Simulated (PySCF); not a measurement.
**C3HF5O: runs on many settings**

Aim: see how C3HF5O (`F[C@@H]1O[C@]1(F)C(F)(F)F`) answers to the choice of functional, basis, grid and SCF options.

Computed with PySCF 2.14.0, with density-fitted response routines of our own, on a single molecule, in the gas phase or a continuum. Atoms count from 0, in the outputs and in this text.

### 1 Starting geometry

10 atoms, charge 0, multiplicity 1; geometry from: GFN2-xTB.

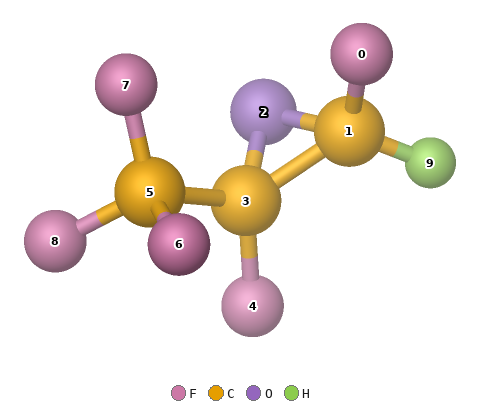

The starting geometry (fluorine pink, carbon amber, oxygen purple, hydrogen green), atoms numbered; sticks join atoms by distance.

### 2 NMR shieldings: revPBE/MINI in dimethylsulfoxide

What the job is given:

```
{"job": {"kind": "nmr", "xc": "revPBE", "basis": "MINI", "solvent": "dimethylsulfoxide", "pop": true, "scf": {"guess": "vsap"}}, "charge": 0, "multiplicity": 1}
F      1.200191     1.260659    -1.122946
C      1.374056     0.265666    -0.245973
O      0.956981    -0.990551    -0.644125
C      0.197138    -0.391651     0.332316
F      0.305257    -0.920099     1.570377
C     -1.244804     0.008909     0.016051
F     -1.576568     1.125371     0.671504
F     -1.410576     0.233487    -1.281080
F     -2.102289    -0.938125     0.384235
H      2.309496     0.350989     0.297114
```

Method: GIAO revPBE/MINI NMR shielding, non-relativistic, IEF-PCM dimethylsulfoxide.

On the command line:

```console
$ OMP_NUM_THREADS=1 python probes_run.py task.json out
```

The driver reads the jobs from task.json and runs them one after another.

Log:

```text
final grid: 108224 points
cycle   1  E = -684.1313008914  dE =  6.349e-02  |g| = 6.729e-01  |ddm| = 2.248e+00
cycle   2  E = -683.5385530545  dE =  5.927e-01  |g| = 1.579e+00  |ddm| = 3.712e+00
cycle   3  E = -684.2854943306  dE = -7.469e-01  |g| = 1.392e-01  |ddm| = 2.529e+00
cycle   4  E = -684.2901792018  dE = -4.685e-03  |g| = 8.169e-02  |ddm| = 3.659e-01
cycle   5  E = -684.2922422672  dE = -2.063e-03  |g| = 1.168e-02  |ddm| = 1.373e-01
cycle   6  E = -684.2922883710  dE = -4.610e-05  |g| = 2.776e-03  |ddm| = 2.556e-02
cycle   7  E = -684.2922909669  dE = -2.596e-06  |g| = 4.973e-04  |ddm| = 6.268e-03
cycle   8  E = -684.2922910480  dE = -8.116e-08  |g| = 1.913e-04  |ddm| = 1.198e-03
cycle   9  E = -684.2922910603  dE = -1.222e-08  |g| = 2.020e-05  |ddm| = 3.617e-04
cycle  10  E = -684.2922910604  dE = -1.173e-10  |g| = 1.051e-05  |ddm| = 5.523e-05
converged SCF energy = -684.2922910604

GIAO shielding tensors (ppm)
atom      isotropic    diamagn.    paramagn.     s11        s22        s33       span
  0 F      399.053     455.346     -56.292    291.528    447.657    457.975    166.447
  1 C      152.004     244.116     -92.112    101.360    135.986    218.665    117.305
  2 O      282.099     377.178     -95.079    139.055    299.012    408.229    269.173
  3 C      162.687     236.827     -74.140    107.928    153.454    226.680    118.751
  4 F      386.849     454.830     -67.981    314.380    386.503    459.663    145.283
  5 C      135.695     238.365    -102.670    106.672    146.665    153.747     47.075
  6 F      315.983     455.403    -139.420    256.711    340.501    350.737     94.026
  7 F      317.144     455.431    -138.287    247.481    351.478    352.474    104.993
  8 F      317.353     455.540    -138.187    241.837    348.617    361.605    119.768
  9 H       24.722      24.135       0.587     17.850     22.931     33.386     15.536
```

Wall time 12 s (1 thread of AMD EPYC, shared host); peak memory 0.44 GiB.

No reference compound was run at this level, so shieldings alone are listed. Atoms listed in one row are averaged.

| atoms | environment | σ (ppm) |
| --- | --- | --- |
| C5 | CF3 carbon | 135.7 |
| C1 | three-membered-ring carbon bearing a halogen | 152.0 |
| C3 | three-membered-ring carbon bearing a halogen | 162.7 |
| H9 | hydrogen on a three-membered-ring carbon bearing a halogen | 24.72 |
| F6, F7, F8 | fluorine of a CF3 group | 316.8 |
| F4 | fluorine on an sp3 carbon | 386.8 |
| F0 | fluorine on an sp3 carbon | 399.1 |
| O2 | ether oxygen | 282.1 |

Charges from the same density, by scheme (e):

| atoms | Mulliken | IAO | Hirshfeld | ESP fit |
| --- | --- | --- | --- | --- |
| F0 | -0.20 | -0.13 | -0.08 | -0.09 |
| C1 | 0.09 | 0.11 | 0.11 | 0.01 |
| O2 | -0.32 | -0.22 | -0.14 | -0.14 |
| C3 | 0.29 | 0.18 | 0.10 | -0.01 |
| F4 | -0.19 | -0.13 | -0.08 | -0.07 |
| C5 | 0.63 | 0.48 | 0.29 | 0.59 |
| F6, F7, F8 | -0.21 | -0.15 | -0.09 | -0.16 |

IAO charges:

| atom | value (e) |
| --- | --- |
| F0 | -0.13 |
| C1 | 0.11 |
| O2 | -0.22 |
| C3 | 0.18 |
| F4 | -0.13 |
| C5 | 0.48 |
| F6 | -0.15 |
| F7 | -0.15 |
| F8 | -0.15 |
| H9 | 0.17 |

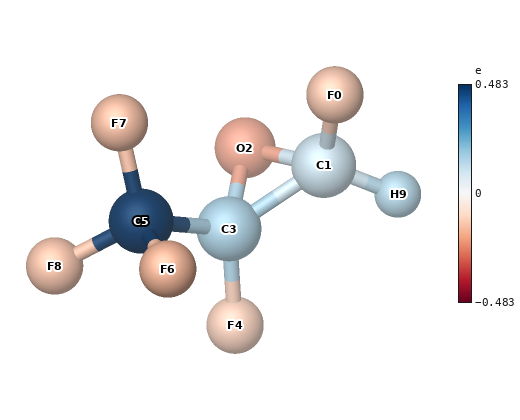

IAO charges, as colours on the atoms.

Mayer bond orders: F0–C1 0.98, C1–O2 0.94, O2–C3 0.97, C3–F4 0.97, C3–C5 0.82, C5–F6 0.96, C5–F7 0.96, C5–F8 0.96, C3–C1 0.89.

Ring of atoms C1, O2, C3: NICS(0) -43.7, NICS(1) -9.4, NICS(1)zz -20.3 ppm (means of both faces).

In rings of three or four atoms NICS is ruled by the nearby σ bonds, so it says little on aromaticity.

### 3 J couplings: LDA/ANO-RCC-VDZP

Settings changed since step 2:

```diff
@@ -1,2 +1,2 @@
-{"job": {"kind": "nmr", "xc": "revPBE", "basis": "MINI", "solvent": "dimethylsulfoxide", "pop": true, "scf": {"guess": "vsap"}}, "charge": 0, "multiplicity": 1}
+{"job": {"kind": "j", "xc": "LDA", "basis": "ANO-RCC-VDZP"}, "charge": 0, "multiplicity": 1}
 F      1.200191     1.260659    -1.122946
```

Level: LDA/ANO-RCC-VDZP indirect spin-spin coupling, non-relativistic, gas phase.

Log:

```text
coarse grid: 10400 points
cycle   1  E = -684.6352634977  dE =  1.771e+00  |g| = 1.100e+00  |ddm| = 4.635e+00
cycle   2  E = -683.7764176574  dE =  8.588e-01  |g| = 2.513e+00  |ddm| = 2.490e+00
cycle   3  E = -684.8420786907  dE = -1.066e+00  |g| = 1.805e-01  |ddm| = 1.805e+00
cycle   4  E = -684.8436974598  dE = -1.619e-03  |g| = 1.584e-01  |ddm| = 2.762e-01
cycle   5  E = -684.8481670719  dE = -4.470e-03  |g| = 2.901e-02  |ddm| = 1.367e-01
cycle   6  E = -684.8483240641  dE = -1.570e-04  |g| = 1.021e-02  |ddm| = 3.382e-02
cycle   7  E = -684.8483447117  dE = -2.065e-05  |g| = 1.897e-03  |ddm| = 9.569e-03
cycle   8  E = -684.8483454316  dE = -7.199e-07  |g| = 3.687e-04  |ddm| = 1.796e-03
final grid: 108224 points
cycle   9  E = -684.8467241752  dE = -3.383e-05  |g| = 2.999e-03  |ddm| = 2.152e-02
cycle  10  E = -684.8467206348  dE =  3.540e-06  |g| = 5.342e-03  |ddm| = 6.204e-03
cycle  11  E = -684.8467256536  dE = -5.019e-06  |g| = 9.603e-04  |ddm| = 4.501e-03
cycle  12  E = -684.8467257994  dE = -1.458e-07  |g| = 3.523e-04  |ddm| = 9.734e-04
cycle  13  E = -684.8467258219  dE = -2.251e-08  |g| = 8.854e-05  |ddm| = 3.398e-04
cycle  14  E = -684.8467258233  dE = -1.429e-09  |g| = 2.273e-05  |ddm| = 9.282e-05
cycle  15  E = -684.8467258234  dE = -9.413e-11  |g| = 8.206e-06  |ddm| = 2.552e-05
converged SCF energy = -684.8467258234

Indirect spin-spin couplings (Hz)
  i      j    bonds     total        FC       PSO       DSO        SD
  0 F    1 C    1   -211.680  -205.297   -15.535     1.157     7.996
  0 F    2 O    2    -43.282   -20.930   -17.657     0.055    -4.751
  0 F    3 C    2     17.142    18.371     0.404     0.136    -1.770
  0 F    4 F    3      5.347    -2.319    11.001    -1.386    -1.950
  0 F    5 C    3     -6.107    -5.947    -0.388     0.260    -0.032
  0 F    6 F    4      2.539     0.992     2.303     0.248    -1.004
  0 F    7 F    4     21.256    19.410    -1.656     0.979     2.523
  0 F    8 F    4      1.666     2.672    -0.010    -1.227     0.231
  0 F    9 H    2     99.945    99.596     3.565    -1.097    -2.118
  1 C    4 F    2     16.263    16.856     1.127     0.076    -1.795
  1 C    6 F    3     -1.518    -1.931     0.120     0.048     0.245
  1 C    7 F    3     -1.156    -1.049     0.036     0.072    -0.215
  1 C    8 F    3      1.121     1.317    -0.453    -0.329     0.586
  1 C    9 H    1    181.020   180.130    -0.674     1.565         -
  2 O    4 F    2    -43.569   -19.038   -19.242     0.037    -5.326
  2 O    6 F    3     -3.745     0.458    -1.803     0.193    -2.593
  2 O    7 F    3      0.593    -0.260     1.139    -0.107    -0.179
  2 O    8 F    3      3.313     0.596     2.559     0.043     0.114
  2 O    9 H    2     -9.850    -9.914    -0.081     0.145         -
  3 C    4 F    1   -238.888  -238.252   -11.189     1.422     9.131
  3 C    6 F    2     61.110    60.223    -0.285     0.404     0.768
  3 C    7 F    2     54.642    55.594    -1.690     0.375     0.362
  3 C    8 F    2     35.424    33.328     0.249     0.356     1.491
  3 C    9 H    2      0.444     0.518    -0.055    -0.019         -
  4 F    5 C    2     42.521    42.980    -1.411     0.403     0.550
  4 F    6 F    3      2.766     4.421     3.903     0.040    -5.598
  4 F    7 F    3     19.629    -1.353     5.890    -1.444    16.536
  4 F    8 F    3    -17.649    -6.303   -13.790     0.524     1.921
  4 F    9 H    3     -2.400    -3.087     1.213     0.221    -0.747
  5 C    6 F    1   -208.272  -176.571   -39.786     1.606     6.477
  5 C    7 F    1   -202.333  -166.553   -43.360     1.636     5.944
  5 C    8 F    1   -211.195  -176.998   -41.866     1.603     6.066
  5 C    9 H    3     -0.684    -0.653     0.228    -0.259         -
  6 F    7 F    2    174.441   157.612   -25.321    -0.042    42.193
  6 F    8 F    2    182.172   170.961   -32.780    -0.099    44.089
  6 F    9 H    4      0.630     0.720     0.883    -0.839    -0.136
  7 F    8 F    2    156.519   145.902   -30.117    -0.090    40.824
  7 F    9 H    4      1.470     1.844     1.393    -1.610    -0.158
  8 F    9 H    4      1.984     2.218     1.154    -1.597     0.208
```

It took 2.4 min on 1 thread of AMD EPYC, shared host; peak memory 0.56 GiB.

The basis is not made for couplings: without tight functions at the nuclei these values are rough.

A choice of the couplings up to four bonds, sorted by the number of bonds, with means over like pairs; isotopes 13C, 19F, 1H, 17O:

| pair | bonds | J (Hz) | Fermi contact (Hz) | dihedral (°) |
| --- | --- | --- | --- | --- |
| C3–F4 | 1 | -238.9 | -238.3 | – |
| F0–C1 | 1 | -211.7 | -205.3 | – |
| C5–F6 | 1 | -207.3 | -173.4 | – |
| C1–H9 | 1 | 181.0 | 180.1 | – |
| F6–F7 | 2 | 171.0 | 158.2 | – |
| F0–H9 | 2 | 99.9 | 99.6 | – |
| C3–F6 | 2 | 50.4 | 49.7 | – |
| O2–F4 | 2 | -43.6 | -19.0 | – |
| F0–O2 | 2 | -43.3 | -20.9 | – |
| F4–C5 | 2 | 42.5 | 43.0 | – |
| F0–C3 | 2 | 17.1 | 18.4 | – |
| C1–F4 | 2 | 16.3 | 16.9 | – |
| O2–H9 | 2 | -9.8 | -9.9 | – |
| F0–C5 | 3 | -6.1 | -5.9 | -1 |
| F0–F4 | 3 | 5.3 | -2.3 | -151 |
| F4–H9 | 3 | -2.4 | -3.1 | -1 |
| F4–F6 | 3 | 1.6 | -1.1 | – |
| F0–F6 | 4 | 8.5 | 7.7 | – |
| F6–H9 | 4 | 1.4 | 1.6 | – |

The spin-dipole term was solved for some atoms only; pairs without it lack that part.

The response was solved for the nuclei of F, H alone, so couplings that need other nuclei can be missing.

Quadrupole couplings from the field gradients of the same density:

| atom | isotope | eQq/h (MHz) | η |
| --- | --- | --- | --- |
| O2 | 17O | 9.765 | 0.07 |

### 4 NMR shieldings: wB97X-D/pcSseg-1 in cyclohexane

Settings changed since step 3:

```diff
@@ -1,2 +1,2 @@
-{"job": {"kind": "j", "xc": "LDA", "basis": "ANO-RCC-VDZP"}, "charge": 0, "multiplicity": 1}
+{"job": {"kind": "nmr", "xc": "wB97X-D", "basis": "pcSseg-1", "solvent": "cyclohexane", "pop": true}, "charge": 0, "multiplicity": 1}
 F      1.200191     1.260659    -1.122946
```

Level: GIAO wB97X-D/pcSseg-1 NMR shielding, non-relativistic, IEF-PCM cyclohexane.

Log:

```text
coarse grid: 10400 points
cycle   1  E = -688.6475743105  dE =  2.075e+00  |g| = 1.347e+00  |ddm| = 2.882e+00
cycle   2  E = -688.5339275860  dE =  1.136e-01  |g| = 1.691e+00  |ddm| = 1.490e+00
cycle   3  E = -688.9656888461  dE = -4.318e-01  |g| = 7.690e-02  |ddm| = 8.092e-01
cycle   4  E = -688.9665497577  dE = -8.609e-04  |g| = 4.096e-02  |ddm| = 6.502e-02
cycle   5  E = -688.9668136224  dE = -2.639e-04  |g| = 1.569e-02  |ddm| = 2.919e-02
cycle   6  E = -688.9668522204  dE = -3.860e-05  |g| = 3.032e-03  |ddm| = 1.125e-02
cycle   7  E = -688.9668542765  dE = -2.056e-06  |g| = 9.694e-04  |ddm| = 3.131e-03
final grid: 108224 points
cycle   8  E = -689.0607528529  dE = -1.751e-04  |g| = 1.010e-02  |ddm| = 4.301e-02
cycle   9  E = -689.0607526263  dE =  2.266e-07  |g| = 1.066e-02  |ddm| = 1.170e-02
cycle  10  E = -689.0607673114  dE = -1.469e-05  |g| = 8.411e-04  |ddm| = 5.136e-03
cycle  11  E = -689.0607674410  dE = -1.296e-07  |g| = 3.467e-04  |ddm| = 8.566e-04
cycle  12  E = -689.0607674623  dE = -2.129e-08  |g| = 1.025e-04  |ddm| = 3.118e-04
cycle  13  E = -689.0607674641  dE = -1.846e-09  |g| = 3.309e-05  |ddm| = 8.490e-05
cycle  14  E = -689.0607674644  dE = -2.867e-10  |g| = 8.207e-06  |ddm| = 4.355e-05
converged SCF energy = -689.0607674644

GIAO shielding tensors (ppm)
atom      isotropic    diamagn.    paramagn.     s11        s22        s33       span
  0 F      355.854     472.655    -116.801    271.535    378.850    417.177    145.642
  1 C       97.901     245.471    -147.570     50.027     79.448    164.228    114.201
  2 O      208.355     398.393    -190.038     96.944    151.395    376.727    279.783
  3 C       95.508     246.469    -150.961     45.593     80.219    160.713    115.120
  4 F      355.134     472.702    -117.568    273.696    372.892    418.814    145.118
  5 C       58.314     239.616    -181.302     49.955     59.232     65.756     15.801
  6 F      263.115     472.244    -209.129    182.486    255.925    350.933    168.447
  7 F      262.940     472.804    -209.864    189.422    266.159    333.239    143.817
  8 F      265.589     470.370    -204.782    184.453    267.813    344.500    160.047
  9 H       26.020      27.433      -1.413     20.667     25.625     31.769     11.102
```

Wall time 50 s (1 thread of AMD EPYC, shared host); peak memory 0.83 GiB.

This run: σ C5 58.3, C3 95.5, C1 97.9, F6 263.9, H9 26.02 ppm (means over like atoms).

### 5 Shielding tensors: OLYP/pcSseg-1

Settings changed since step 4:

```diff
@@ -1,2 +1,2 @@
-{"job": {"kind": "nmr", "xc": "wB97X-D", "basis": "pcSseg-1", "solvent": "cyclohexane", "pop": true}, "charge": 0, "multiplicity": 1}
+{"job": {"kind": "nmr", "xc": "OLYP", "basis": "pcSseg-1", "pop": true, "scf": {"conv": 1e-11, "aux": "def2-universal-jkfit"}}, "charge": 0, "multiplicity": 1}
 F      1.200191     1.260659    -1.122946
```

With the program's defaults for keys left out, this is: GIAO OLYP/pcSseg-1 NMR shielding, non-relativistic, gas phase.

Log:

```text
final grid: 108224 points
cycle   1  E = -688.8443957334  dE =  1.747e+00  |g| = 1.253e+00  |ddm| = 2.968e+00
cycle   2  E = -687.9951286338  dE =  8.493e-01  |g| = 2.621e+00  |ddm| = 2.302e+00
cycle   3  E = -689.0845248625  dE = -1.089e+00  |g| = 1.870e-01  |ddm| = 1.677e+00
cycle   4  E = -689.0871427741  dE = -2.618e-03  |g| = 1.520e-01  |ddm| = 2.329e-01
cycle   5  E = -689.0909075262  dE = -3.765e-03  |g| = 3.359e-02  |ddm| = 1.074e-01
cycle   6  E = -689.0911121128  dE = -2.046e-04  |g| = 1.011e-02  |ddm| = 3.031e-02
cycle   7  E = -689.0911318044  dE = -1.969e-05  |g| = 2.181e-03  |ddm| = 7.473e-03
cycle   8  E = -689.0911326607  dE = -8.563e-07  |g| = 3.760e-04  |ddm| = 1.570e-03
cycle   9  E = -689.0911326775  dE = -1.680e-08  |g| = 2.240e-04  |ddm| = 4.216e-04
cycle  10  E = -689.0911326853  dE = -7.783e-09  |g| = 5.678e-05  |ddm| = 1.813e-04
cycle  11  E = -689.0911326858  dE = -4.668e-10  |g| = 1.559e-05  |ddm| = 5.411e-05
cycle  12  E = -689.0911326858  dE = -4.434e-11  |g| = 3.499e-06  |ddm| = 1.371e-05
cycle  13  E = -689.0911326858  dE = -2.274e-12  |g| = 2.010e-06  |ddm| = 3.438e-06
converged SCF energy = -689.0911326858

GIAO shielding tensors (ppm)
atom      isotropic    diamagn.    paramagn.     s11        s22        s33       span
  0 F      336.116     472.677    -136.560    251.184    354.890    402.275    151.091
  1 C       93.540     246.509    -152.969     43.668     75.896    161.056    117.388
  2 O      194.817     397.564    -202.747     86.990    138.404    359.057    272.067
  3 C       92.062     247.818    -155.756     39.720     77.838    158.628    118.908
  4 F      338.816     472.786    -133.970    259.831    349.764    406.853    147.022
  5 C       53.849     240.908    -187.059     42.572     55.800     63.176     20.604
  6 F      250.320     472.359    -222.039    174.420    240.517    336.023    161.603
  7 F      248.401     473.097    -224.696    180.327    248.046    316.830    136.503
  8 F      251.196     470.340    -219.144    174.845    251.372    327.371    152.527
  9 H       26.191      28.128      -1.937     20.728     26.314     31.532     10.804
```

It took 56 s on 1 thread of AMD EPYC, shared host; peak memory 0.65 GiB.

This run: δ C5 129.5, C3 91.3, C1 89.8, F6 -102.1, H9 5.55 ppm (means over like atoms).

### 6 Nuclear shieldings: PW91/pcseg-1

Settings changed since step 5:

```diff
@@ -1,2 +1,2 @@
-{"job": {"kind": "nmr", "xc": "OLYP", "basis": "pcSseg-1", "pop": true, "scf": {"conv": 1e-11, "aux": "def2-universal-jkfit"}}, "charge": 0, "multiplicity": 1}
+{"job": {"kind": "nmr", "xc": "PW91", "basis": "pcseg-1", "pop": false}, "charge": 0, "multiplicity": 1}
 F      1.200191     1.260659    -1.122946
```

With the program's defaults for keys left out, this is: GIAO PW91/pcseg-1 NMR shielding, non-relativistic, gas phase.

Log:

```text
coarse grid: 10400 points
cycle   1  E = -688.6780309550  dE =  1.721e+00  |g| = 1.084e+00  |ddm| = 3.453e+00
cycle   2  E = -687.9313942492  dE =  7.466e-01  |g| = 2.376e+00  |ddm| = 2.381e+00
cycle   3  E = -688.8745124333  dE = -9.431e-01  |g| = 1.660e-01  |ddm| = 1.700e+00
cycle   4  E = -688.8761697943  dE = -1.657e-03  |g| = 1.409e-01  |ddm| = 2.429e-01
cycle   5  E = -688.8795934321  dE = -3.424e-03  |g| = 2.476e-02  |ddm| = 1.147e-01
cycle   6  E = -688.8797051098  dE = -1.117e-04  |g| = 8.982e-03  |ddm| = 2.782e-02
cycle   7  E = -688.8797214409  dE = -1.633e-05  |g| = 1.579e-03  |ddm| = 7.817e-03
cycle   8  E = -688.8797219247  dE = -4.838e-07  |g| = 3.066e-04  |ddm| = 1.491e-03
final grid: 108224 points
cycle   9  E = -689.0020415679  dE = -4.100e-05  |g| = 1.193e-02  |ddm| = 3.201e-02
cycle  10  E = -689.0019565470  dE =  8.502e-05  |g| = 2.499e-02  |ddm| = 2.328e-02
cycle  11  E = -689.0020658999  dE = -1.094e-04  |g| = 2.070e-03  |ddm| = 1.669e-02
cycle  12  E = -689.0020666855  dE = -7.857e-07  |g| = 5.645e-04  |ddm| = 2.001e-03
cycle  13  E = -689.0020667357  dE = -5.020e-08  |g| = 1.303e-04  |ddm| = 5.508e-04
cycle  14  E = -689.0020667388  dE = -3.017e-09  |g| = 3.421e-05  |ddm| = 1.428e-04
cycle  15  E = -689.0020667390  dE = -2.235e-10  |g| = 9.455e-06  |ddm| = 3.721e-05
converged SCF energy = -689.0020667390

GIAO shielding tensors (ppm)
atom      isotropic    diamagn.    paramagn.     s11        s22        s33       span
  0 F      342.657     472.857    -130.200    260.344    364.604    403.024    142.680
  1 C       99.794     246.414    -146.620     48.208     85.064    166.110    117.902
  2 O      199.698     398.306    -198.607     93.788    147.210    358.097    264.309
  3 C       92.620     247.315    -154.695     41.074     77.172    159.615    118.542
  4 F      343.319     472.860    -129.542    265.318    357.466    407.171    141.853
  5 C       56.514     240.683    -184.169     44.785     58.485     66.272     21.487
  6 F      254.991     472.629    -217.638    180.751    246.400    337.824    157.073
  7 F      252.428     473.380    -220.952    186.767    254.208    316.310    129.542
  8 F      255.418     470.714    -215.296    180.985    257.064    328.206    147.221
  9 H       26.227      27.844      -1.617     20.837     26.358     31.484     10.647
```

Run time: 44 s. Hardware: 1 thread of AMD EPYC, shared host; peak memory 0.65 GiB.

This run: δ C5 135.3, C3 99.2, C1 92.0, F6 -103.3, H9 5.55 ppm (means over like atoms).

### 7 Comparing the runs: NMR shifts

Isotropic shieldings (ppm) of some atoms, chosen among heavy atoms and hydrogens apart, means over like atoms, with basis size and wall time:

| run | C5 | C3 | H9 | F6 | F0 | O2 | functions | time |
| --- | --- | --- | --- | --- | --- | --- | --- | --- |
| revPBE/MINI in dimethylsulfoxide | 135.7 | 162.7 | 24.72 | 316.8 | 399.1 | 282.1 | 46 | 12 s |
| wB97X-D/pcSseg-1 in cyclohexane | 58.3 | 95.5 | 26.02 | 263.9 | 355.9 | 208.4 | 158 | 50 s |
| OLYP/pcSseg-1 | 53.8 | 92.1 | 26.19 | 250.0 | 336.1 | 194.8 | 158 | 56 s |
| PW91/pcseg-1 | 56.5 | 92.6 | 26.23 | 254.3 | 342.7 | 199.7 | 131 | 44 s |

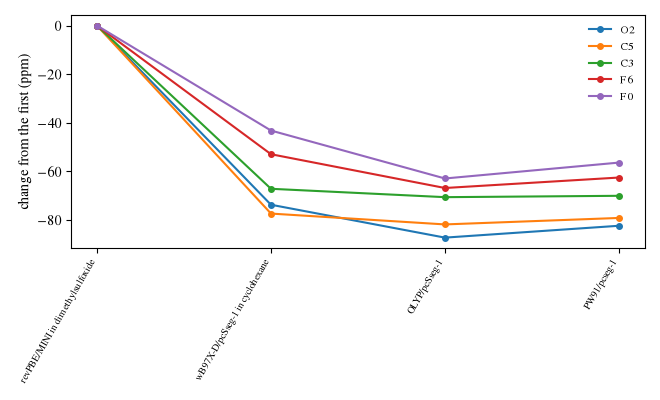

How five of the tabulated atoms move from run to run.

### 8 Outcome

```
                                                                                     quantity                                                                              value
shieldings of C, H, F, O (revPBE/MINI, dimethylsulfoxide, a mean where the table joins atoms)  C5 135.7, C1 152.0, C3 162.7, H9 24.7, F6 316.8, F4 386.8, F0 399.1, O2 282.1 ppm
                                             largest coupling of the table (LDA/ANO-RCC-VDZP)                                                           ¹J(C,F) C3–F4, -238.9 Hz
                                                                 range of the shielding of O2                                                                 194.8 to 282.1 ppm
                                                                property runs in this session                                    5, of which 0 failed and 1 gave unsound results
```

In words: Single values in the summary come from the first run of each kind that ended normally (revPBE/MINI; LDA/ANO-RCC-VDZP), which need not be the best level. A minimal basis gives no usable values, so read them as a test of settings alone. At revPBE/MINI: The widest tensor belongs to O2: span 269 ppm, with a paramagnetic part of -95 ppm. In the run at LDA/ANO-RCC-VDZP, the largest coupling of the table is C3–F4, -238.9 Hz, of which the Fermi-contact term gives -238.3 Hz. Couplings across rotatable bonds belong to this one conformer; where others are populated, the observed values are averages. Density functionals describe couplings to fluorine poorly, F–F couplings above all, so those rows are rough. In ppm, O2 moves most: its shielding spreads over 87.3 ppm, from 194.8 (OLYP/pcSseg-1) to 282.1 (revPBE/MINI in dimethylsulfoxide). A minimal basis is unusable for shieldings, so that end is no result. Couplings from bases without tight functions are rough.
